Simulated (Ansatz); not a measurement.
# Cl5Ti with multiplicity 2: reaction (atom abstraction by a radical)

Wanted: the energy profile along the reaction (atom abstraction by a radical), from relaxed end points and a band of images. Meant to form: Cl2–Cl6; to break: Ti1–Cl2. The start is a guess near the saddle point, from which both ends are pulled out.

Program: Ansatz 0.2.0. Level of theory: UHF/def2-SVP. These are calculated values, not measurements.

## 1. The structure to begin with

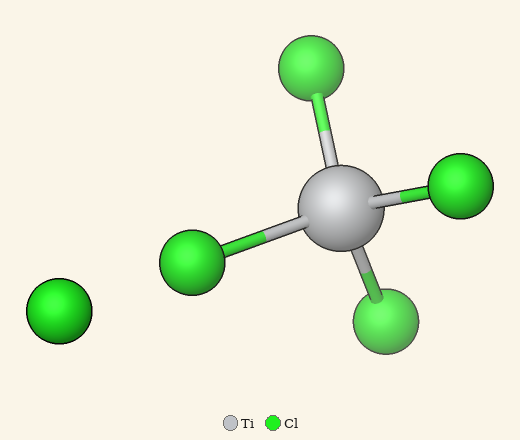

Start, viewed from a chosen angle; titanium light grey, chlorine green.

Coordinates:

```xyz
6

Ti    0.0000    0.0000    0.0000
Cl    0.0000    0.0000    2.6200
Cl    2.2349    0.0000   -0.7892
Cl   -1.1163    1.9339   -0.7892
Cl   -1.1163   -1.9339   -0.7892
Cl    0.0000    0.0000    4.9600
```

## 2. Pulling towards end A

Springs on the bonds that form and break draw the guess towards this end; the thresholds are loose.

File input.yaml:

```yaml
crystal:
  periodic: [false, false, false]
  atoms:
    - { symbol: Ti, position_ang: [0.0, 0.0, 0.0] }
    - { symbol: Cl, position_ang: [0.0, 0.0, 2.62] }
    - { symbol: Cl, position_ang: [2.2349, 0.0, -0.7892] }
    - { symbol: Cl, position_ang: [-1.1163, 1.9339, -0.7892] }
    - { symbol: Cl, position_ang: [-1.1163, -1.9339, -0.7892] }
    - { symbol: Cl, position_ang: [0.0, 0.0, 4.96] }
magnetization:
  spin_polarized: true
  initial_magnetization: 1
basis:
  gaussian: { orbitals: def2-SVP }
hamiltonian:
  xc: hf
relax:
  f_tol: 0.15
  max_steps: 25
  restrain:
    - { distance: [1, 5], at: 3.24, k: 30.0 }
    - { distance: [0, 1], at: 2.37, k: 30.0 }
```

On the command line:

```sh
ansatz run input.yaml --threads 4 --pin off --max-ram 5120MiB --backend cpu --events-out ev --progress --plain --runs-dir out
```

Standard output (excerpt; [...] marks lines left out):

```text
Warning: RAYON_NUM_THREADS=4 ignored (pool sized by the plan → 4); use --threads N
[...]
Functional definition: HF
[...]
1246 factors; integrals over basis functions are off by at most 3.8e-4 eV
[...]
mean field -85585.45229812 eV, -3145.2073600527 hartree, gradient 5.5e-6 eV, S^2 1.165408; 3 other end points of the search recorded, 0 dependent functions left out
[...]
reference -85585.45229812 eV, -3145.2073600527 hartree; 54, 53 occupied and 67, 68 virtual orbitals, 1246 factors
relax step   1: F+E_penalty+E_count = -85585.45229812 eV  Δ(F+E_penalty+E_count) = +0.000e0 eV  max|allowed force component| = 3.222e0 eV/Å  E_restraint = 13.08750000 eV  max|allowed force component, restraints' pulls added| = 3.358e1 eV/Å  Δτ_max = 0.0000 Å  (769 SCF iters, accepted)
[...]
relax step   5: F+E_penalty+E_count = -85586.93356603 eV  Δ(F+E_penalty+E_count) = +1.753e-2 eV  max|allowed force component| = 1.994e0 eV/Å  E_restraint = 0.04803059 eV  max|allowed force component, restraints' pulls added| = 3.082e-1 eV/Å  Δτ_max = 0.0774 Å  (188 SCF iters, accepted)
[...]
relax step   6: F+E_penalty+E_count = -85586.94729321 eV  Δ(F+E_penalty+E_count) = -1.373e-2 eV  max|allowed force component| = 1.879e0 eV/Å  E_restraint = 0.04964579 eV  max|allowed force component, restraints' pulls added| = 5.567e-2 eV/Å  Δτ_max = 0.0511 Å  (218 SCF iters, accepted)
  distance Cl 1 - Cl 5 = 3.2450 Å
  distance Ti 0 - Cl 1 = 2.3127 Å
1246 factors; integrals over basis functions are off by at most 6.0e-4 eV
[...]
mean field -85586.94729321 eV, -3145.2623001090 hartree, gradient 3.6e-6 eV, S^2 0.755520; 6 other end points of the search recorded, 0 dependent functions left out
[...]
reference -85586.94729321 eV, -3145.2623001090 hartree; 54, 53 occupied and 67, 68 virtual orbitals, 1246 factors
Total energy: -85586.94729321 eV, -3145.2623001090 hartree
Atom 0 at     0.000595    -0.000000    -0.077161 Å, force    -0.002747     0.000000     1.750964 eV/Å
Atom 1 at    -0.000228     0.000000     2.235529 Å, force     0.001783    -0.000000    -1.879173 eV/Å
Atom 2 at     2.027668    -0.000000    -0.809455 Å, force     0.055674     0.000000    -0.006985 eV/Å
Atom 3 at    -1.012815     1.756083    -0.808534 Å, force    -0.027363     0.045645    -0.007985 eV/Å
Atom 4 at    -1.012815    -1.756083    -0.808534 Å, force    -0.027363    -0.045645    -0.007985 eV/Å
Atom 5 at    -0.000104    -0.000000     5.480555 Å, force     0.000016    -0.000000     0.151163 eV/Å
Dipole moment:     0.000320     0.000000    -0.271004 e Å
```

Wall time 98 s (4 threads of Arm Neoverse V2, shared host); peak memory 0.81 GiB.

The steps of the relaxation:

```tsv
step	energy from step 1 (eV)	largest force component (eV/Å)
1	0.0000	3.2223
2	-0.1398	2.1314
3	-0.9822	4.0297
4	-1.4988	2.1834
5	-1.4813	1.9940
6	-1.4950	1.8792
```

Step 1 is the start. Energies and forces in the table leave out the springs, which the log lists apart; the run stops on the force with the springs' pull added.

After: Bond lengths: Ti1–Cl2 2.313 Å, Ti1–Cl3 2.155 Å, Ti1–Cl4 2.155 Å, Ti1–Cl5 2.155 Å. Angles: Cl2–Ti1–Cl3 109.9°, Cl2–Ti1–Cl4 109.8°, Cl2–Ti1–Cl5 109.8°, Cl3–Ti1–Cl4 109.1°, Cl3–Ti1–Cl5 109.1°, Cl4–Ti1–Cl5 109.1°.

Pairs that crossed the distance rule for bonds on the way: moved apart Cl2–Cl6.

## 3. End point A

It starts where the restrained run ended.

File input.yaml:

```yaml
crystal:
  periodic: [false, false, false]
  atoms:
    - { symbol: Ti, position_ang: [0.000595, 0.0, -0.077161] }
    - { symbol: Cl, position_ang: [-0.000228, 0.0, 2.235529] }
    - { symbol: Cl, position_ang: [2.027668, 0.0, -0.809455] }
    - { symbol: Cl, position_ang: [-1.012815, 1.756083, -0.808534] }
    - { symbol: Cl, position_ang: [-1.012815, -1.756083, -0.808534] }
    - { symbol: Cl, position_ang: [-0.000104, 0.0, 5.480555] }
magnetization:
  spin_polarized: true
  initial_magnetization: 1
basis:
  gaussian: { orbitals: def2-SVP }
hamiltonian:
  xc: hf
relax:
  f_tol: 0.03
  max_steps: 50
output:
  orbitals: {}
```

On the command line:

```sh
ansatz run input.yaml --threads 4 --pin off --max-ram 5120MiB --backend cpu --events-out ev --progress --plain --runs-dir out
```

Standard output (excerpt; [...] marks lines left out):

```text
Warning: RAYON_NUM_THREADS=4 ignored (pool sized by the plan → 4); use --threads N
[...]
Functional definition: HF
[...]
1253 factors; integrals over basis functions are off by at most 1.7e-4 eV
[...]
mean field -85586.94730024 eV, -3145.2623003674 hartree, gradient 4.0e-7 eV, S^2 0.755520; 4 other end points of the search recorded, 0 dependent functions left out
[...]
reference -85586.94730024 eV, -3145.2623003674 hartree; 54, 53 occupied and 67, 68 virtual orbitals, 1253 factors
relax step   1: F+E_penalty+E_count = -85586.94730024 eV  Δ(F+E_penalty+E_count) = +0.000e0 eV  max|allowed force component| = 1.879e0 eV/Å  Δτ_max = 0.0000 Å  (759 SCF iters, accepted)
[...]
relax step   7: F+E_penalty+E_count = -85587.11633340 eV  Δ(F+E_penalty+E_count) = -4.059e-4 eV  max|allowed force component| = 3.174e-2 eV/Å  Δτ_max = 0.0724 Å  (119 SCF iters, accepted)
[...]
1253 factors; integrals over basis functions are off by at most 3.6e-4 eV
[...]
mean field -85587.11643993 eV, -3145.2685161361 hartree, gradient 7.9e-6 eV, S^2 0.755405; 5 other end points of the search recorded, 0 dependent functions left out
[...]
reference -85587.11643993 eV, -3145.2685161361 hartree; 54, 53 occupied and 67, 68 virtual orbitals, 1253 factors
Total energy: -85587.11643993 eV, -3145.2685161361 hartree
Atom 0 at     0.000465    -0.000000    -0.145598 Å, force    -0.000028    -0.000000    -0.002621 eV/Å
Atom 1 at     0.000360    -0.000000     2.024857 Å, force    -0.000050     0.000000     0.009733 eV/Å
Atom 2 at     2.043604    -0.000000    -0.867476 Å, force     0.006352     0.000000    -0.002751 eV/Å
Atom 3 at    -1.021057     1.769349    -0.867699 Å, force    -0.003137     0.005537    -0.002671 eV/Å
Atom 4 at    -1.021057    -1.769349    -0.867699 Å, force    -0.003137    -0.005537    -0.002671 eV/Å
Atom 5 at    -0.000013     0.000000     5.936013 Å, force    -0.000000    -0.000000     0.000981 eV/Å
Dipole moment:     0.000005     0.000000    -0.028500 e Å
```

It took 65 s on 4 threads of Arm Neoverse V2, shared host; peak memory 0.85 GiB.

The steps of the relaxation:

```tsv
step	energy from step 1 (eV)	largest force component (eV/Å)
1	0.0000	1.8792
2	-0.1347	0.1833
3	-0.1408	0.1360
4	-0.1620	0.0487
5	-0.1668	0.0262
6	-0.1686	0.0149
7	-0.1690	0.0317
8	-0.1691	0.0097
```

Step 1 is the start.

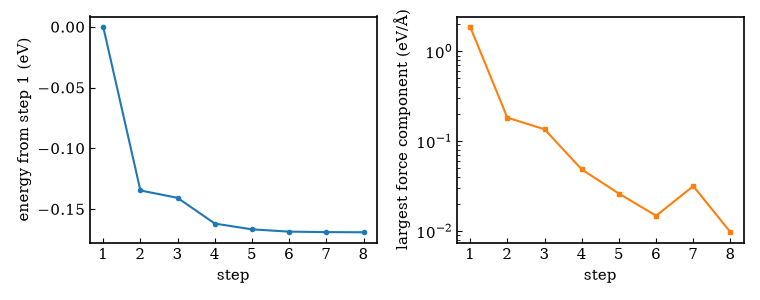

Energy and largest force along the relaxation.

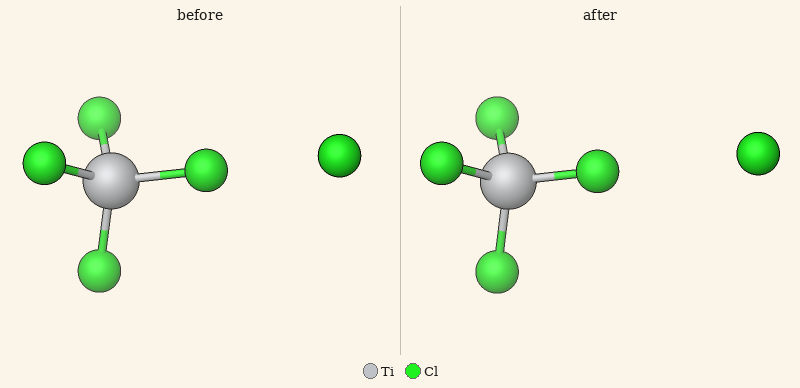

The structure before (left) and after (right), drawn at the same scale.

After: Bond lengths: Ti1–Cl2 2.170 Å, Ti1–Cl3 2.167 Å, Ti1–Cl4 2.167 Å, Ti1–Cl5 2.167 Å. Angles: Cl2–Ti1–Cl3 109.5°, Cl2–Ti1–Cl4 109.5°, Cl2–Ti1–Cl5 109.5°, Cl3–Ti1–Cl4 109.5°, Cl3–Ti1–Cl5 109.5°, Cl4–Ti1–Cl5 109.5°.

## 4. A restrained relaxation towards end B

Springs on the bonds that form and break draw the guess towards this end; the thresholds are loose.

File input.yaml:

```yaml
crystal:
  periodic: [false, false, false]
  atoms:
    - { symbol: Ti, position_ang: [0.0, 0.0, 0.0] }
    - { symbol: Cl, position_ang: [0.0, 0.0, 2.62] }
    - { symbol: Cl, position_ang: [2.2349, 0.0, -0.7892] }
    - { symbol: Cl, position_ang: [-1.1163, 1.9339, -0.7892] }
    - { symbol: Cl, position_ang: [-1.1163, -1.9339, -0.7892] }
    - { symbol: Cl, position_ang: [0.0, 0.0, 4.96] }
magnetization:
  spin_polarized: true
  initial_magnetization: 1
basis:
  gaussian: { orbitals: def2-SVP }
hamiltonian:
  xc: hf
relax:
  f_tol: 0.15
  max_steps: 25
  restrain:
    - { distance: [1, 5], at: 2.04, k: 30.0 }
    - { distance: [0, 1], at: 3.57, k: 30.0 }
```

On the command line:

```sh
ansatz run input.yaml --threads 4 --pin off --max-ram 5120MiB --backend cpu --events-out ev --progress --plain --runs-dir out
```

Standard output:

```text
Warning: RAYON_NUM_THREADS=4 ignored (pool sized by the plan → 4); use --threads N
The last accepted step is kept in <dir> (removed where the run ends without a failure and the disk answers)
Engine: ansatz 0.2.0, aarch64-unknown-linux-gnu
Functional definition: HF
  exchange = exact_x
  correlation = 0
1246 factors; integrals over basis functions are off by at most 3.8e-4 eV
mean field evaluation 1: about -85571.8186 eV, gradient 3.5e1 eV
mean field evaluation 2: about -85571.9552 eV, gradient 3.5e1 eV
mean field evaluation 4: about -85576.2772 eV, gradient 3.9e1 eV
mean field evaluation 8: about -85584.3391 eV, gradient 1.7e0 eV
mean field evaluation 16: about -85585.4394 eV, gradient 1.5e-2 eV
mean field evaluation 32: about -85573.0490 eV, gradient 4.6e1 eV
mean field evaluation 64: about -85585.2952 eV, gradient 1.0e0 eV
mean field evaluation 96: about -85585.3608 eV, gradient 3.1e-1 eV
mean field evaluation 128: about -85584.9340 eV, gradient 1.2e0 eV
mean field evaluation 160: about -85585.2294 eV, gradient 3.9e-1 eV
mean field evaluation 192: about -85584.7384 eV, gradient 2.0e0 eV
mean field evaluation 224: about -85584.5283 eV, gradient 3.9e0 eV
mean field evaluation 256: about -85582.2746 eV, gradient 3.4e0 eV
mean field evaluation 288: about -85579.1338 eV, gradient 1.7e1 eV
mean field evaluation 320: about -85584.9354 eV, gradient 5.7e-1 eV
mean field evaluation 352: about -85584.8145 eV, gradient 5.2e-1 eV
mean field evaluation 384: about -85581.0628 eV, gradient 2.2e0 eV
mean field evaluation 416: about -85581.0327 eV, gradient 6.5e0 eV
mean field evaluation 448: about -85585.1272 eV, gradient 5.0e-5 eV
mean field evaluation 480: about -85578.2776 eV, gradient 8.9e0 eV
mean field -85585.45229812 eV, -3145.2073600527 hartree, gradient 5.5e-6 eV, S^2 1.165408; 3 other end points of the search recorded, 0 dependent functions left out
the calculation of the forces begins
reference -85585.45229812 eV, -3145.2073600527 hartree; 54, 53 occupied and 67, 68 virtual orbitals, 1246 factors
relax step   1: F+E_penalty+E_count = -85585.45229812 eV  Δ(F+E_penalty+E_count) = +0.000e0 eV  max|allowed force component| = 3.222e0 eV/Å  E_restraint = 14.88750000 eV  max|allowed force component, restraints' pulls added| = 3.842e1 eV/Å  Δτ_max = 0.0000 Å  (769 SCF iters, accepted)
  distance Cl 1 - Cl 5 = 2.3400 Å
  distance Ti 0 - Cl 1 = 2.6200 Å
these checks for a lower state are left out or cut short: starts, cluster_reference, orbital_swaps, neighbouring_geometries, increment
1246 factors; integrals over basis functions are off by at most 6.7e-4 eV
mean field evaluation 512: about -85586.2781 eV, gradient 7.9e-3 eV
mean field -85586.27807615 eV, -3145.2377068356 hartree, gradient 1.2e-5 eV, S^2 0.775733; 1 other end points of the search recorded, 0 dependent functions left out
the calculation of the forces begins
reference -85586.27807615 eV, -3145.2377068356 hartree; 54, 53 occupied and 67, 68 virtual orbitals, 1246 factors
relax step   2: F+E_penalty+E_count = -85586.27807615 eV  Δ(F+E_penalty+E_count) = -8.258e-1 eV  max|allowed force component| = 1.946e0 eV/Å  E_restraint = 4.93457800 eV  max|allowed force component, restraints' pulls added| = 2.183e1 eV/Å  Δτ_max = 0.1947 Å  (137 SCF iters, accepted)
  distance Cl 1 - Cl 5 = 2.1377 Å
  distance Ti 0 - Cl 1 = 3.0048 Å
these checks for a lower state are left out or cut short: starts, cluster_reference, orbital_swaps, neighbouring_geometries, increment
1246 factors; integrals over basis functions are off by at most 1.3e-3 eV
mean field -85586.64955537 eV, -3145.2513584450 hartree, gradient 1.6e-5 eV, S^2 0.756761; 0 other end points of the search recorded, 0 dependent functions left out
the calculation of the forces begins
reference -85586.64955537 eV, -3145.2513584450 hartree; 54, 53 occupied and 67, 68 virtual orbitals, 1246 factors
relax step   3: F+E_penalty+E_count = -85586.64955537 eV  Δ(F+E_penalty+E_count) = -3.715e-1 eV  max|allowed force component| = 1.527e0 eV/Å  E_restraint = 0.60979119 eV  max|allowed force component, restraints' pulls added| = 6.274e0 eV/Å  Δτ_max = 0.1970 Å  (86 SCF iters, accepted)
  distance Cl 1 - Cl 5 = 1.9526 Å
  distance Ti 0 - Cl 1 = 3.3883 Å
these checks for a lower state are left out or cut short: starts, cluster_reference, orbital_swaps, neighbouring_geometries, increment
1246 factors; integrals over basis functions are off by at most 1.1e-3 eV
mean field evaluation 544: about -85586.7892 eV, gradient 1.9e-5 eV
mean field -85586.78921842 eV, -3145.2564909674 hartree, gradient 9.6e-6 eV, S^2 0.756819; 0 other end points of the search recorded, 0 dependent functions left out
the calculation of the forces begins
reference -85586.78921842 eV, -3145.2564909674 hartree; 54, 53 occupied and 67, 68 virtual orbitals, 1246 factors
relax step   4: F+E_penalty+E_count = -85586.78921842 eV  Δ(F+E_penalty+E_count) = -1.397e-1 eV  max|allowed force component| = 4.351e-1 eV/Å  E_restraint = 0.00751850 eV  max|allowed force component, restraints' pulls added| = 7.057e-1 eV/Å  Δτ_max = 0.1449 Å  (79 SCF iters, accepted)
  distance Cl 1 - Cl 5 = 2.0185 Å
  distance Ti 0 - Cl 1 = 3.5763 Å
these checks for a lower state are left out or cut short: starts, cluster_reference, orbital_swaps, neighbouring_geometries, increment
1246 factors; integrals over basis functions are off by at most 1.0e-3 eV
mean field -85586.81532935 eV, -3145.2574505265 hartree, gradient 1.1e-5 eV, S^2 0.756878; 0 other end points of the search recorded, 0 dependent functions left out
the calculation of the forces begins
reference -85586.81532935 eV, -3145.2574505265 hartree; 54, 53 occupied and 67, 68 virtual orbitals, 1246 factors
relax step   5: F+E_penalty+E_count = -85586.81532935 eV  Δ(F+E_penalty+E_count) = -2.611e-2 eV  max|allowed force component| = 4.139e-1 eV/Å  E_restraint = 0.00143350 eV  max|allowed force component, restraints' pulls added| = 1.052e-1 eV/Å  Δτ_max = 0.0603 Å  (77 SCF iters, accepted)
  distance Cl 1 - Cl 5 = 2.0323 Å
  distance Ti 0 - Cl 1 = 3.5761 Å
1246 factors; integrals over basis functions are off by at most 1.0e-3 eV
mean field evaluation 576: about -85586.8153 eV, gradient 1.1e-5 eV
mean field evaluation 608: about -85586.6909 eV, gradient 2.9e-1 eV
mean field evaluation 640: about -85586.7029 eV, gradient 2.9e-1 eV
mean field evaluation 672: about -85585.3008 eV, gradient 4.3e-1 eV
mean field evaluation 704: about -85579.1915 eV, gradient 1.7e1 eV
mean field evaluation 736: about -85585.2304 eV, gradient 1.1e0 eV
mean field evaluation 768: about -85584.1262 eV, gradient 4.8e0 eV
mean field evaluation 800: about -85583.7847 eV, gradient 3.7e0 eV
mean field -85586.81532935 eV, -3145.2574505265 hartree, gradient 1.1e-5 eV, S^2 0.756878; 5 other end points of the search recorded, 0 dependent functions left out
the calculation of the forces begins
reference -85586.81532935 eV, -3145.2574505265 hartree; 54, 53 occupied and 67, 68 virtual orbitals, 1246 factors
Total energy: -85586.81532935 eV, -3145.2574505265 hartree
Atom 0 at     0.003183     0.000000    -0.596298 Å, force     0.000770     0.000000    -0.287628 eV/Å
Atom 1 at    -0.018027     0.000000     2.979719 Å, force    -0.006320     0.000000     0.413913 eV/Å
Atom 2 at     2.232933    -0.000000    -0.731017 Å, force    -0.044390     0.000000     0.055070 eV/Å
Atom 3 at    -1.112752     1.931038    -0.725939 Å, force     0.024215    -0.041355     0.056692 eV/Å
Atom 4 at    -1.112752    -1.931038    -0.725939 Å, force     0.024215     0.041355     0.056692 eV/Å
Atom 5 at     0.009715    -0.000000     5.011874 Å, force     0.001509    -0.000000    -0.294738 eV/Å
Dipole moment:     0.001831    -0.000000     0.304963 e Å
```

It took 48 s on 4 threads of Arm Neoverse V2, shared host; peak memory 0.81 GiB.

The steps of the relaxation:

```tsv
step	energy from step 1 (eV)	largest force component (eV/Å)
1	0.0000	3.2223
2	-0.8258	1.9463
3	-1.1973	1.5273
4	-1.3369	0.4351
5	-1.3630	0.4139
```

Step 1 is the start. Energies and forces in the table leave out the springs, which the log lists apart; the run stops on the force with the springs' pull added.

After: Bond lengths: Ti1–Cl3 2.234 Å, Ti1–Cl4 2.234 Å, Ti1–Cl5 2.234 Å, Cl2–Cl6 2.032 Å. Angles: Cl3–Ti1–Cl4 119.7°, Cl3–Ti1–Cl5 119.7°, Cl4–Ti1–Cl5 119.6°.

Pairs that crossed the distance rule for bonds on the way: moved apart Ti1–Cl2.

## 5. Relaxing end B

It starts where the restrained run ended.

File input.yaml:

```yaml
crystal:
  periodic: [false, false, false]
  atoms:
    - { symbol: Ti, position_ang: [0.003183, 0.0, -0.596298] }
    - { symbol: Cl, position_ang: [-0.018027, 0.0, 2.979719] }
    - { symbol: Cl, position_ang: [2.232933, 0.0, -0.731017] }
    - { symbol: Cl, position_ang: [-1.112752, 1.931038, -0.725939] }
    - { symbol: Cl, position_ang: [-1.112752, -1.931038, -0.725939] }
    - { symbol: Cl, position_ang: [0.009715, 0.0, 5.011874] }
magnetization:
  spin_polarized: true
  initial_magnetization: 1
basis:
  gaussian: { orbitals: def2-SVP }
hamiltonian:
  xc: hf
relax:
  f_tol: 0.03
  max_steps: 50
output:
  orbitals: {}
```

On the command line:

```sh
ansatz run input.yaml --threads 4 --pin off --max-ram 5120MiB --backend cpu --events-out ev --progress --plain --runs-dir out
```

Standard output (excerpt; [...] marks lines left out):

```text
Warning: RAYON_NUM_THREADS=4 ignored (pool sized by the plan → 4); use --threads N
[...]
Functional definition: HF
[...]
1254 factors; integrals over basis functions are off by at most 1.8e-4 eV
[...]
mean field -85586.81538479 eV, -3145.2574525640 hartree, gradient 1.0e-5 eV, S^2 0.756878; 4 other end points of the search recorded, 0 dependent functions left out
[...]
reference -85586.81538479 eV, -3145.2574525640 hartree; 54, 53 occupied and 67, 68 virtual orbitals, 1254 factors
relax step   1: F+E_penalty+E_count = -85586.81538479 eV  Δ(F+E_penalty+E_count) = +0.000e0 eV  max|allowed force component| = 4.140e-1 eV/Å  Δτ_max = 0.0000 Å  (398 SCF iters, accepted)
[...]
relax step   3: F+E_penalty+E_count = -85586.87685421 eV  Δ(F+E_penalty+E_count) = -2.197e-2 eV  max|allowed force component| = 1.027e-1 eV/Å  Δτ_max = 0.1949 Å  (79 SCF iters, accepted)
[...]
1254 factors; integrals over basis functions are off by at most 2.0e-4 eV
[...]
mean field -85586.90526649 eV, -3145.2607556556 hartree, gradient 1.0e-5 eV, S^2 0.756771; 5 other end points of the search recorded, 0 dependent functions left out
[...]
reference -85586.90526649 eV, -3145.2607556556 hartree; 54, 53 occupied and 67, 68 virtual orbitals, 1254 factors
Total energy: -85586.90526649 eV, -3145.2607556556 hartree
Atom 0 at     0.021281     0.000000    -1.469678 Å, force     0.001168     0.000000    -0.002915 eV/Å
Atom 1 at    -0.151251    -0.000000     4.525756 Å, force    -0.002762    -0.000000     0.022203 eV/Å
Atom 2 at     2.252454    -0.000000    -1.512443 Å, force    -0.000792     0.000000    -0.001960 eV/Å
Atom 3 at    -1.095041     1.932111    -1.432245 Å, force     0.000663    -0.000376    -0.000451 eV/Å
Atom 4 at    -1.095041    -1.932111    -1.432245 Å, force     0.000663     0.000376    -0.000451 eV/Å
Atom 5 at     0.069897     0.000000     6.533255 Å, force     0.001060    -0.000000    -0.016427 eV/Å
Dipole moment:     0.002242     0.000000     0.000287 e Å
```

Run time: 45 s. Hardware: 4 threads of Arm Neoverse V2, shared host; peak memory 0.74 GiB.

Relaxation path:

```tsv
step	energy from step 1 (eV)	largest force component (eV/Å)
1	0.0000	0.4140
2	-0.0395	0.1733
3	-0.0615	0.1027
4	-0.0707	0.0160
5	-0.0767	0.0478
6	-0.0815	0.0321
7	-0.0850	0.0110
8	-0.0877	0.0112
9	-0.0899	0.0222
```

Step 1 is the start.

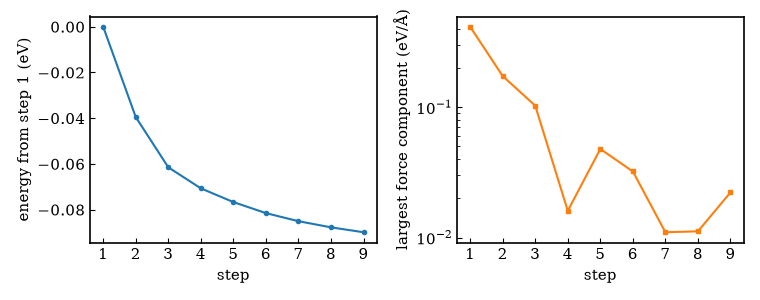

Energy and largest force along the relaxation.

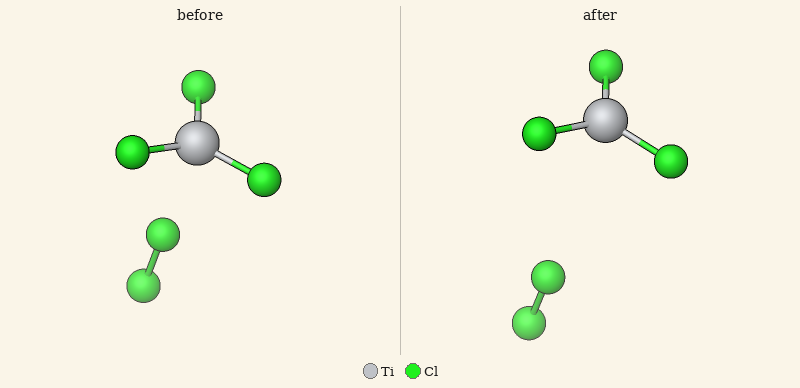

The structure before (left) and after (right), drawn at the same scale.

After: Bond lengths: Ti1–Cl3 2.232 Å, Ti1–Cl4 2.232 Å, Ti1–Cl5 2.232 Å, Cl2–Cl6 2.020 Å. Angles: Cl3–Ti1–Cl4 120.0°, Cl3–Ti1–Cl5 120.0°, Cl4–Ti1–Cl5 119.9°.

[end of part 1 of 2]
